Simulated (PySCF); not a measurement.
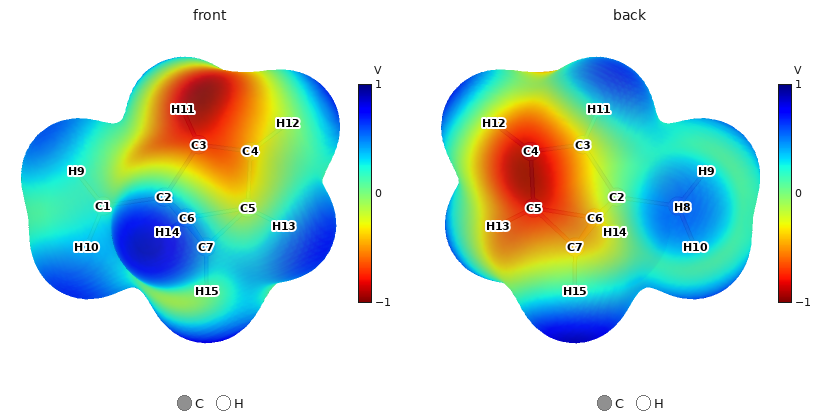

C₇H₈. The molecular electrostatic potential painted on the density surface at 0.002 e/bohr³, seen from the front and from behind; the colour scale runs from red (negative) to blue (positive).

Geometry: PBE0-D3(BJ)/def2-SVP.

Theory: B3LYP/def2-SVPD, SCF density, gas phase (PySCF).

Input

```
{"job": {"kind": "uv", "xc": "B3LYP", "basis": "def2-SVPD", "ip": true}, "charge": 0, "multiplicity": 1}
C      1.877294     0.647296    -0.223069
C      0.437053     0.274830    -0.023522
C     -0.500719     1.082000     0.845124
C     -1.684279     0.459758     0.786879
C     -1.461354    -0.723723    -0.116813
C     -0.387085    -0.372589    -1.127625
C     -0.020532    -1.176468     0.015059
H      2.418327     0.660760     0.735721
H      1.968019     1.648213    -0.672736
H      2.385376    -0.067865    -0.887017
H     -0.228786     1.984573     1.392503
H     -2.622675     0.723514     1.273418
H     -2.243262    -1.443062    -0.371669
H     -0.276808    -0.480079    -2.207558
H      0.479173    -2.136991     0.147983
```

Run with:

```sh
OMP_NUM_THREADS=1 python probes_run.py task.json out
```

### Which sites attract a positive test charge, and which a negative one?

A positive charge is drawn to the negative regions and a negative charge to the positive ones. The most negative region (about −0.9 V) lies over the π face of C3 and C4, the most positive (about +0.9 V) over H14 and H15.

### What dipole moment does the calculation give?

Its dipole moment is 0.94 D.
